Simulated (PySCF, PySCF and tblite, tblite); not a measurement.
# C₅H₂FNO: telling isomers apart by computed NMR, part 1 of 3

Aim: see whether computed shieldings tell isomers of C₅H₂FNO apart.

Computed with tblite 0.8.0 (tight binding) and PySCF 2.14.0 (DFT, with response routines of our own); each step states its level. Atoms count from 0 throughout.

## (1) The molecule as given

10 atoms, charge 0, multiplicity 1; geometry from: MMFF94s geometry. This is the first candidate.

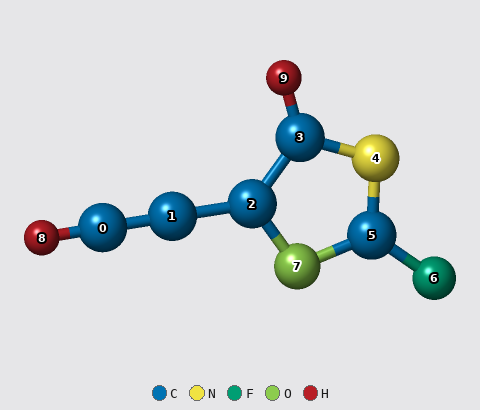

The starting geometry (carbon blue, nitrogen yellow, fluorine teal, oxygen green, hydrogen red), atoms numbered.

## (2) GFN2-xTB relaxation, isomer A, conformer 1

The job: settings as JSON, then the geometry in Å.

```
{"job": {"xc": "GFN2-xTB", "basis": "xTB", "kind": "relax"}, "charge": 0, "multiplicity": 1}
C      2.706800    -0.610000     0.366700
C      1.535600    -0.326900     0.199500
C      0.188000    -0.012400     0.026500
C     -0.503800     1.183700    -0.067900
N     -1.840400     0.922300    -0.240600
C     -1.917200    -0.394800    -0.274700
F     -3.068200    -1.053000    -0.443800
O     -0.702400    -1.025100    -0.106900
H      3.729000    -0.860800     0.508900
H     -0.118400     2.181600     0.009800
```

Run with:

```
OMP_NUM_THREADS=1 python ens_run.py task.json out
```

The driver reads the study from task.json and runs its stages one after another.

Output:

```text
step      E/eV     max force
  0    -635.74345    2.100
  1    -635.80442    3.999
  2    -635.85041    2.401
  3    -635.89375    1.142
  4    -635.90686    0.362
  5    -635.91421    0.292
  6    -635.91783    0.153
  7    -635.91874    0.091
  8    -635.91963    0.101
  9    -635.92019    0.082
 10    -635.92049    0.041
 11    -635.92061    0.026
 12    -635.92061    0.026
 13    -635.92064    0.027
 14    -635.92066    0.048
 15    -635.92068    0.019
 16    -635.92068    0.009
 17    -635.92069    0.008
 18    -635.92070    0.008
 19    -635.92070    0.005
 20    -635.92071    0.004
```

It took 0.33 s on 1 thread of Intel Xeon at 2.50GHz, shared host.

The energy fell by 0.177 eV, and the atoms moved 0.04 Å (root mean square).

## (3) Shieldings, isomer A, conformer 1: wB97X-D/pcSseg-1 in cyclohexane

The job: settings as JSON, then the geometry in Å.

```
{"job": {"xc": "wB97X-D", "basis": "pcSseg-1", "solvent": "cyclohexane", "kind": "nmr", "pop": true}, "charge": 0, "multiplicity": 1}
C      2.684420    -0.613662     0.363496
C      1.527946    -0.331079     0.205290
C      0.173397    -0.021771     0.020563
C     -0.493529     1.170712    -0.057311
N     -1.824526     0.923962    -0.244443
C     -1.899286    -0.358308    -0.270257
F     -2.985216    -1.071783    -0.429092
O     -0.756412    -1.019275    -0.120146
H      3.698505    -0.843306     0.502546
H     -0.116418     2.169164     0.006826
```

Output:

```text
coarse grid: 9904 points
cycle   1  E = -421.0660264186  dE =  2.072e+00  |g| = 8.013e-01  |ddm| = 3.385e+00
cycle   2  E = -421.0709951696  dE = -4.969e-03  |g| = 8.730e-01  |ddm| = 1.051e+00
cycle   3  E = -421.1993502954  dE = -1.284e-01  |g| = 5.536e-02  |ddm| = 5.053e-01
cycle   4  E = -421.1999870225  dE = -6.367e-04  |g| = 3.316e-02  |ddm| = 8.923e-02
cycle   5  E = -421.2002189702  dE = -2.319e-04  |g| = 1.331e-02  |ddm| = 3.253e-02
cycle   6  E = -421.2002598386  dE = -4.087e-05  |g| = 4.362e-03  |ddm| = 1.365e-02
cycle   7  E = -421.2002660610  dE = -6.222e-06  |g| = 9.777e-04  |ddm| = 5.876e-03
final grid: 100592 points
cycle   8  E = -421.2673337117  dE = -1.193e-04  |g| = 7.476e-03  |ddm| = 9.540e-02
cycle   9  E = -421.2673316097  dE =  2.102e-06  |g| = 8.515e-03  |ddm| = 1.341e-02
cycle  10  E = -421.2673436077  dE = -1.200e-05  |g| = 5.604e-04  |ddm| = 5.367e-03
cycle  11  E = -421.2673436594  dE = -5.164e-08  |g| = 4.227e-04  |ddm| = 8.138e-04
cycle  12  E = -421.2673436946  dE = -3.524e-08  |g| = 8.725e-05  |ddm| = 3.686e-04
cycle  13  E = -421.2673436965  dE = -1.847e-09  |g| = 3.059e-05  |ddm| = 1.202e-04
cycle  14  E = -421.2673436967  dE = -2.696e-10  |g| = 1.161e-05  |ddm| = 4.368e-05
converged SCF energy = -421.2673436967

GIAO shielding tensors (ppm)
atom      isotropic    diamagn.    paramagn.     s11        s22        s33       span
  0 C       88.827     259.080    -170.254     15.632     50.121    200.727    185.094
  1 C      113.726     245.374    -131.648     13.969     22.727    304.482    290.514
  2 C       49.672     258.013    -208.342    -26.546     72.157    103.404    129.950
  3 C       41.854     252.748    -210.894    -50.066     47.997    127.632    177.698
  4 N       17.164     333.249    -316.086   -172.348     -4.421    228.259    400.607
  5 C       20.599     252.285    -231.686    -47.496     40.193     69.100    116.596
  6 F      273.503     468.328    -194.825    150.093    323.359    347.058    196.965
  7 O       42.879     400.417    -357.538    -79.108     20.065    187.681    266.789
  8 H       28.292      33.088      -4.796     24.321     24.760     35.796     11.474
  9 H       24.190      31.000      -6.810     21.854     23.700     27.017      5.163
```

Wall time 62 s (1 thread of Intel Xeon at 2.50GHz, shared host); peak memory 0.78 GiB.

This run: HOMO -8.87 eV, LUMO 0.51 eV; dipole 2.61 D.

The fields below are evaluated on a grid from the run's orbitals.

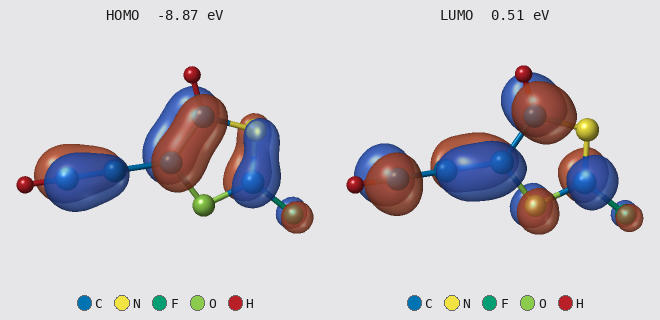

wB97X-D/pcSseg-1 orbitals near the gap, drawn at the value that encloses 70 % of each; the two colours are the two signs.

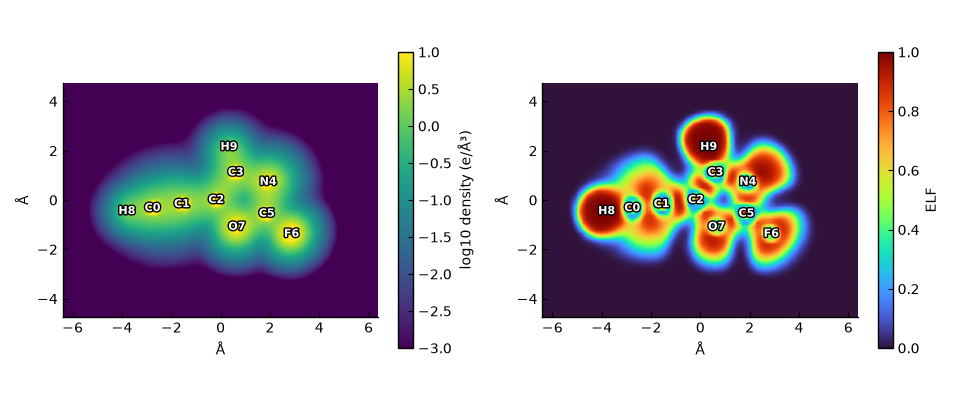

Density (left) and ELF (right) in a plane through or near 10 of the atoms.

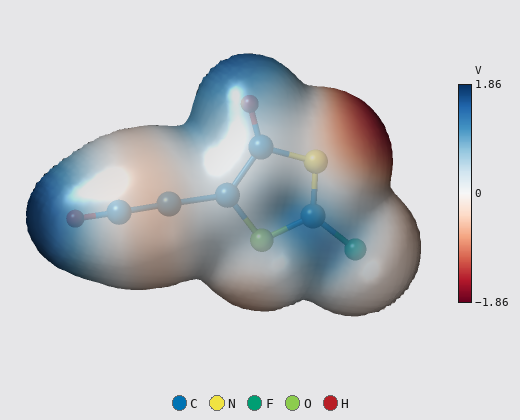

Electrostatic potential on the surface of density 0.002 e/bohr³; red is low, blue high. It runs, from the 1st to the 99th percentile, from -1.51 V near N4 to 1.86 V near H8.

## (4) Single-point energy, isomer A, conformer 1: PBE0/def2-SVP in cyclohexane

Changed since step 3:

```diff
@@ -1,2 +1,2 @@
-{"job": {"xc": "wB97X-D", "basis": "pcSseg-1", "solvent": "cyclohexane", "kind": "nmr", "pop": true}, "charge": 0, "multiplicity": 1}
+{"job": {"xc": "PBE0", "basis": "def2-SVP", "solvent": "cyclohexane", "kind": "sp"}, "charge": 0, "multiplicity": 1}
 C      2.684420    -0.613662     0.363496
```

Output:

```text
coarse grid: 9904 points
cycle   1  E = -420.5132819445  dE =  1.781e+00  |g| = 7.248e-01  |ddm| = 4.119e+00
cycle   2  E = -420.4109966938  dE =  1.023e-01  |g| = 1.037e+00  |ddm| = 1.486e+00
cycle   3  E = -420.6197934824  dE = -2.088e-01  |g| = 8.854e-02  |ddm| = 8.925e-01
cycle   4  E = -420.6206489319  dE = -8.554e-04  |g| = 6.735e-02  |ddm| = 1.278e-01
cycle   5  E = -420.6216375578  dE = -9.886e-04  |g| = 1.836e-02  |ddm| = 6.320e-02
cycle   6  E = -420.6217102978  dE = -7.274e-05  |g| = 5.473e-03  |ddm| = 1.964e-02
cycle   7  E = -420.6217169584  dE = -6.661e-06  |g| = 1.702e-03  |ddm| = 5.708e-03
final grid: 100592 points
cycle   8  E = -420.6856438813  dE = -2.149e-05  |g| = 7.823e-03  |ddm| = 2.683e-02
cycle   9  E = -420.6856232161  dE =  2.067e-05  |g| = 1.295e-02  |ddm| = 1.556e-02
cycle  10  E = -420.6856552899  dE = -3.207e-05  |g| = 1.463e-03  |ddm| = 1.036e-02
cycle  11  E = -420.6856557971  dE = -5.071e-07  |g| = 4.003e-04  |ddm| = 1.792e-03
cycle  12  E = -420.6856558289  dE = -3.187e-08  |g| = 1.257e-04  |ddm| = 3.874e-04
cycle  13  E = -420.6856558319  dE = -2.955e-09  |g| = 6.200e-05  |ddm| = 1.546e-04
cycle  14  E = -420.6856558328  dE = -9.552e-10  |g| = 9.058e-06  |ddm| = 5.836e-05
converged SCF energy = -420.6856558328
```

Wall time 13 s (1 thread of Intel Xeon at 2.50GHz, shared host); peak memory 0.58 GiB.

In short: HOMO -7.01 eV, LUMO -1.11 eV; dipole 2.35 D.

## (5) Boltzmann average, isomer A: properties at wB97X-D/pcSseg-1 in cyclohexane

The job: settings as JSON, then the geometry in Å.

```
{"job": {"study": "conf", "smiles": "C#Cc1cnc(F)o1", "search": {"seed": 1005, "n_embed": 45, "ff_keep": 10, "window": 2.5, "nmax": 5, "temps": [250, 298.15, 350], "t_ref": 298.15, "order": 0.001}, "level": {"nmr": {"xc": "wB97X-D", "basis": "pcSseg-1", "solvent": "cyclohexane"}, "sp": {"xc": "PBE0", "basis": "def2-SVP", "solvent": "cyclohexane"}}, "kind": "conf"}, "charge": 0, "multiplicity": 1}
C      2.684420    -0.613662     0.363496
C      1.527946    -0.331079     0.205290
C      0.173397    -0.021771     0.020563
C     -0.493529     1.170712    -0.057311
N     -1.824526     0.923962    -0.244443
C     -1.899286    -0.358308    -0.270257
F     -2.985216    -1.071783    -0.429092
O     -0.756412    -1.019275    -0.120146
H      3.698505    -0.843306     0.502546
H     -0.116418     2.169164     0.006826
```

Output:

```text
conformer  sym    E(xTB)   E(DFT)   G(298.15 K)  weight  dipole/D
    1     Cs      0.000    0.000    0.000   1.0000    2.350

mean shielding (ppm) by class
class atoms           250 K   298.15 K      350 K
  0 C  0             88.827     88.827     88.827
  1 C  1            113.726    113.726    113.726
  2 C  2             49.672     49.672     49.672
  3 C  3             41.854     41.854     41.854
  4 N  4             17.163     17.163     17.163
  5 C  5             20.599     20.599     20.599
  6 F  6            273.503    273.503    273.503
  7 O  7             42.879     42.879     42.879
  8 H  8             28.293     28.293     28.293
  9 H  9              24.19      24.19      24.19
```

It took 77 s on 1 thread of Intel Xeon at 2.50GHz, shared host. This counts the runs that the step sums up.

The search (ETKDG and KDG, MMFF94s, GFN2-xTB) embedded 45 structures, kept 1 distinct ones after the force field and 1 after xTB; 1 was carried on (window 2.5 kcal/mol at the search's own energies). Energies: PBE0/def2-SVP in cyclohexane with D3(BJ).

The conformers at 298 K:

```csv
no.,group,mirror pair,ΔE xTB,ΔE DFT,ΔG,weight (%),μ (D),"A, B, C (GHz)"
1,Cs,no,0.00,0.00,0.00,100.0,2.35,"6.81, 1.38, 1.15"
```

Energies in kcal/mol. ΔG holds xTB vibrations and rotation, symmetry numbers and mirror pairs.

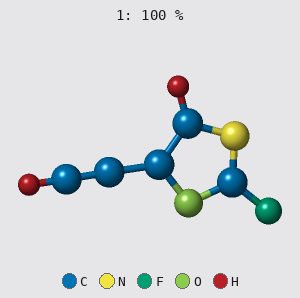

The one conformer.

Shifts against references run at the same level ($^{13}$C TMS 187.4, $^{1}$H TMS 31.82 ppm of shielding), by class of atoms, at 298 K:

| atoms | environment | average |
| --- | --- | --- |
| C5 | aromatic carbon bearing fluorine | 166.8 |
| C3 | aromatic CH next to a ring nitrogen | 145.6 |
| C2 | substituted aromatic carbon next to the ring oxygen | 137.7 |
| C0 | terminal alkyne carbon | 98.6 |
| C1 | alkyne carbon | 73.7 |
| H9 | hydrogen on an aromatic CH next to a ring nitrogen | 7.63 |
| H8 | hydrogen on a terminal alkyne carbon | 3.53 |
| N4 | pyridine-type nitrogen of an azole | 17.2 (σ) |
| F6 | aryl fluorine | 273.5 (σ) |
| O7 | aromatic ring oxygen | 42.9 (σ) |

## (6) GFN2-xTB relaxation, isomer B, conformer 1

The job: settings as JSON, then the geometry in Å.

```
{"job": {"xc": "GFN2-xTB", "basis": "xTB", "kind": "relax"}, "charge": 0, "multiplicity": 1}
N      3.377400     0.195400    -0.271100
C      2.212200     0.099400    -0.193200
C      0.722400    -0.090300    -0.069300
C     -0.223500    -1.045000    -0.197200
C     -1.375500    -0.097800     0.131000
F     -2.230200     0.241900    -0.874000
C     -0.244100     0.961400     0.260900
O     -0.137200     2.139900     0.547500
H     -0.189400    -2.113300    -0.428300
H     -1.903300    -0.287000     1.071100
```

Output:

```text
step      E/eV     max force
  0    -634.20934    3.539
  1    -634.25653    6.369
  2    -634.45835    2.292
  3    -634.48050    2.989
  4    -634.55029    0.485
  5    -634.56582    0.517
  6    -634.57571    0.521
  7    -634.58081    0.175
  8    -634.58419    0.171
  9    -634.58695    0.129
 10    -634.58898    0.136
 11    -634.59091    0.137
 12    -634.59293    0.126
 13    -634.59522    0.159
 14    -634.59736    0.141
 15    -634.59897    0.100
 16    -634.60001    0.091
 17    -634.60089    0.093
 18    -634.60184    0.100
 19    -634.60279    0.094
 20    -634.60372    0.114
 21    -634.60461    0.096
 22    -634.60534    0.081
 23    -634.60580    0.056
 24    -634.60604    0.045
 25    -634.60622    0.040
 26    -634.60644    0.065
 27    -634.60670    0.068
 28    -634.60690    0.042
 29    -634.60702    0.027
 30    -634.60702    0.027
 31    -634.60707    0.038
 32    -634.60721    0.123
 33    -634.60734    0.040
 34    -634.60738    0.052
 35    -634.60747    0.029
 36    -634.60773    0.048
 37    -634.60783    0.046
 38    -634.60806    0.046
 39    -634.60834    0.041
 40    -634.60857    0.041
 41    -634.60876    0.030
 42    -634.60888    0.030
 43    -634.60899    0.034
 44    -634.60910    0.036
 45    -634.60921    0.034
 46    -634.60932    0.027
 47    -634.60943    0.029
 48    -634.60953    0.031
 49    -634.60958    0.023
 50    -634.60962    0.017
 51    -634.60965    0.018
 52    -634.60971    0.029
 53    -634.60977    0.034
 54    -634.60983    0.026
 55    -634.60988    0.021
 56    -634.60991    0.019
 57    -634.60994    0.019
 58    -634.60997    0.015
 59    -634.60999    0.014
 60    -634.61001    0.013
 61    -634.61002    0.016
 62    -634.61004    0.012
 63    -634.61005    0.006
 64    -634.61005    0.004
 65    -634.61005    0.004
 66    -634.61005    0.004
 67    -634.61005    0.004
 68    -634.61006    0.004
```

It took 1.2 s on 1 thread of Intel Xeon at 2.50GHz, shared host.

Relaxing gained 0.401 eV and moved the atoms by 0.13 Å on average (rms).

## (7) Shieldings, isomer B, conformer 1: wB97X-D/pcSseg-1 in cyclohexane

The job: settings as JSON, then the geometry in Å.

```
{"job": {"xc": "wB97X-D", "basis": "pcSseg-1", "solvent": "cyclohexane", "kind": "nmr", "pop": false}, "charge": 0, "multiplicity": 1}
N      3.318524     0.045867    -0.197141
C      2.174923    -0.002001    -0.137962
C      0.775425    -0.024532    -0.060366
C     -0.175887    -0.966694    -0.242739
C     -1.326206    -0.078871     0.167452
F     -2.299543     0.114194    -0.771847
C     -0.236064     1.031647     0.263455
O     -0.237985     2.205291     0.429754
H     -0.156207    -1.986109    -0.579969
H     -1.828098    -0.334138     1.106835
```

Output:

```text
coarse grid: 9904 points
cycle   1  E = -420.9752379764  dE =  1.814e+00  |g| = 1.071e+00  |ddm| = 3.300e+00
cycle   2  E = -420.6082422012  dE =  3.670e-01  |g| = 1.812e+00  |ddm| = 2.594e+00
cycle   3  E = -421.2140314558  dE = -6.058e-01  |g| = 8.730e-02  |ddm| = 1.694e+00
cycle   4  E = -421.2149000443  dE = -8.686e-04  |g| = 7.142e-02  |ddm| = 1.031e-01
cycle   5  E = -421.2157310920  dE = -8.310e-04  |g| = 1.104e-02  |ddm| = 5.731e-02
cycle   6  E = -421.2157686567  dE = -3.756e-05  |g| = 4.111e-03  |ddm| = 2.025e-02
cycle   7  E = -421.2157741441  dE = -5.487e-06  |g| = 2.145e-03  |ddm| = 7.356e-03
final grid: 100592 points
cycle   8  E = -421.2812161148  dE = -1.360e-04  |g| = 8.685e-03  |ddm| = 5.065e-02
cycle   9  E = -421.2812059312  dE =  1.018e-05  |g| = 1.161e-02  |ddm| = 1.343e-02
cycle  10  E = -421.2812299642  dE = -2.403e-05  |g| = 1.222e-03  |ddm| = 7.519e-03
cycle  11  E = -421.2812302151  dE = -2.509e-07  |g| = 6.858e-04  |ddm| = 1.534e-03
cycle  12  E = -421.2812303105  dE = -9.536e-08  |g| = 1.501e-04  |ddm| = 7.057e-04
cycle  13  E = -421.2812303155  dE = -5.010e-09  |g| = 6.988e-05  |ddm| = 3.068e-04
cycle  14  E = -421.2812303170  dE = -1.441e-09  |g| = 2.461e-05  |ddm| = 8.407e-05
cycle  15  E = -421.2812303172  dE = -2.167e-10  |g| = 7.640e-06  |ddm| = 6.507e-05
converged SCF energy = -421.2812303172

GIAO shielding tensors (ppm)
atom      isotropic    diamagn.    paramagn.     s11        s22        s33       span
  0 N      -62.653     340.781    -403.434   -210.915   -201.852    224.807    435.722
  1 C       72.223     257.890    -185.666    -41.997    -39.104    297.770    339.768
  2 C       47.503     259.751    -212.248    -41.449     50.824    133.133    174.581
  3 C       -0.064     249.380    -249.444   -138.957    -20.190    158.955    297.913
  4 C       80.849     247.539    -166.689     47.225     83.933    111.390     64.166
  5 F      377.118     469.222     -92.104    337.073    382.720    411.560     74.486
  6 C        0.998     246.605    -245.607    -89.942     15.391     77.544    167.486
  7 O     -231.363     397.745    -629.108   -710.049   -318.307    334.266   1044.315
  8 H       22.596      30.049      -7.453     17.097     24.488     26.204      9.107
  9 H       25.559      27.897      -2.338     23.168     25.081     28.428      5.260
```

Run time: 44 s. Hardware: 1 thread of Intel Xeon at 2.50GHz, shared host; peak memory 0.86 GiB.

This run: HOMO -10.17 eV, LUMO -1.05 eV; dipole 4.92 D.

## (8) Single-point energy, isomer B, conformer 1: PBE0/def2-SVP in cyclohexane

Changed since step 7:

```diff
@@ -1,2 +1,2 @@
-{"job": {"xc": "wB97X-D", "basis": "pcSseg-1", "solvent": "cyclohexane", "kind": "nmr", "pop": false}, "charge": 0, "multiplicity": 1}
+{"job": {"xc": "PBE0", "basis": "def2-SVP", "solvent": "cyclohexane", "kind": "sp"}, "charge": 0, "multiplicity": 1}
 N      3.318524     0.045867    -0.197141
```

Output:

```text
coarse grid: 9904 points
cycle   1  E = -420.4465048816  dE =  1.538e+00  |g| = 9.373e-01  |ddm| = 4.199e+00
cycle   2  E = -419.7066689544  dE =  7.398e-01  |g| = 2.119e+00  |ddm| = 3.954e+00
cycle   3  E = -420.6225650089  dE = -9.159e-01  |g| = 1.534e-01  |ddm| = 3.030e+00
cycle   4  E = -420.6253812900  dE = -2.816e-03  |g| = 1.021e-01  |ddm| = 2.535e-01
cycle   5  E = -420.6272642898  dE = -1.883e-03  |g| = 3.169e-02  |ddm| = 1.102e-01
cycle   6  E = -420.6274544401  dE = -1.902e-04  |g| = 1.060e-02  |ddm| = 3.364e-02
cycle   7  E = -420.6274773838  dE = -2.294e-05  |g| = 2.696e-03  |ddm| = 1.293e-02
cycle   8  E = -420.6274788357  dE = -1.452e-06  |g| = 7.272e-04  |ddm| = 4.358e-03
final grid: 100592 points
cycle   9  E = -420.6907591712  dE = -5.146e-06  |g| = 1.083e-02  |ddm| = 3.701e-02
cycle  10  E = -420.6906899434  dE =  6.923e-05  |g| = 2.181e-02  |ddm| = 3.684e-02
cycle  11  E = -420.6907826120  dE = -9.267e-05  |g| = 1.389e-03  |ddm| = 2.478e-02
cycle  12  E = -420.6907829831  dE = -3.712e-07  |g| = 5.068e-04  |ddm| = 1.694e-03
cycle  13  E = -420.6907830346  dE = -5.150e-08  |g| = 1.596e-04  |ddm| = 4.909e-04
cycle  14  E = -420.6907830398  dE = -5.125e-09  |g| = 5.369e-05  |ddm| = 2.262e-04
cycle  15  E = -420.6907830403  dE = -5.464e-10  |g| = 1.247e-05  |ddm| = 6.341e-05
converged SCF energy = -420.6907830403
```

It took 13 s on 1 thread of Intel Xeon at 2.50GHz, shared host; peak memory 0.59 GiB.

In short: HOMO -8.09 eV, LUMO -2.71 eV; dipole 4.60 D.

## (9) Boltzmann average, isomer B: properties at wB97X-D/pcSseg-1 in cyclohexane

The job: settings as JSON, then the geometry in Å.

```
{"job": {"study": "conf", "smiles": "N#CC1=C[C@H](F)C1=O", "search": {"seed": 1005, "n_embed": 45, "ff_keep": 10, "window": 2.5, "nmax": 5, "temps": [250, 298.15, 350], "t_ref": 298.15, "order": 0.001}, "level": {"nmr": {"xc": "wB97X-D", "basis": "pcSseg-1", "solvent": "cyclohexane"}, "sp": {"xc": "PBE0", "basis": "def2-SVP", "solvent": "cyclohexane"}}, "kind": "conf"}, "charge": 0, "multiplicity": 1}
N      3.318524     0.045867    -0.197141
C      2.174923    -0.002001    -0.137962
C      0.775425    -0.024532    -0.060366
C     -0.175887    -0.966694    -0.242739
C     -1.326206    -0.078871     0.167452
F     -2.299543     0.114194    -0.771847
C     -0.236064     1.031647     0.263455
O     -0.237985     2.205291     0.429754
H     -0.156207    -1.986109    -0.579969
H     -1.828098    -0.334138     1.106835
```

Output:

```text
conformer  sym    E(xTB)   E(DFT)   G(298.15 K)  weight  dipole/D
    1     C1      0.000    0.000    0.000   1.0000    4.601

mean shielding (ppm) by class
class atoms           250 K   298.15 K      350 K
  0 N  0            -62.653    -62.653    -62.653
  1 C  1             72.223     72.223     72.223
  2 C  2             47.503     47.503     47.503
  3 C  3             -0.064     -0.064     -0.064
  4 C  4              80.85      80.85      80.85
  5 F  5            377.118    377.118    377.118
  6 C  6              0.998      0.998      0.998
  7 O  7           -231.363   -231.363   -231.363
  8 H  8             22.596     22.596     22.596
  9 H  9             25.559     25.559     25.559
```

Run time: 60 s. Hardware: 1 thread of Intel Xeon at 2.50GHz, shared host. This counts the runs that the step sums up.

The search (ETKDG and KDG, MMFF94s, GFN2-xTB) embedded 45 structures, kept 1 distinct ones after the force field and 1 after xTB; 1 was carried on (window 2.5 kcal/mol at the search's own energies). Energies: PBE0/def2-SVP in cyclohexane with D3(BJ).

Conformer by conformer (298 K):

| no. | group | mirror pair | ΔE xTB | ΔE DFT | ΔG | weight (%) | μ (D) | A, B, C (GHz) |
| --- | --- | --- | --- | --- | --- | --- | --- | --- |
| 1 | C1 | no | 0.00 | 0.00 | 0.00 | 100.0 | 4.60 | 4.54, 1.42, 1.13 |

Energies in kcal/mol. ΔG holds xTB vibrations and rotation, symmetry numbers and mirror pairs.

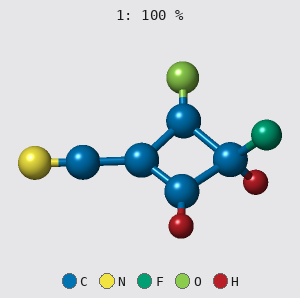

The one conformer.

Shifts against references run at the same level ($^{13}$C TMS 187.4, $^{1}$H TMS 31.82 ppm of shielding), by class of atoms, at 298 K:

```csv
atoms,environment,average
C3,β carbon of a C=C–C=O unit,187.5
C6,ketone carbonyl carbon,186.4
C2,α carbon of a C=C–C=O unit,139.9
C1,nitrile carbon,115.2
C4,"sp3 CH bonded to F, α to a carbonyl",106.6
H8,hydrogen on a β carbon of a C=C–C=O unit,9.23
H9,"hydrogen on an sp3 CH bonded to F, α to a carbonyl",6.26
N0,nitrile nitrogen,-62.7 (σ)
F5,fluorine on an sp3 carbon,377.1 (σ)
O7,ketone oxygen,-231.4 (σ)
```

Effective distances for nuclear Overhauser effects, ⟨r⁻⁶⟩^(−1/6) over all pairs of two classes (Å): H8···H9 2.89.

(Continued in part 2 of 3.)
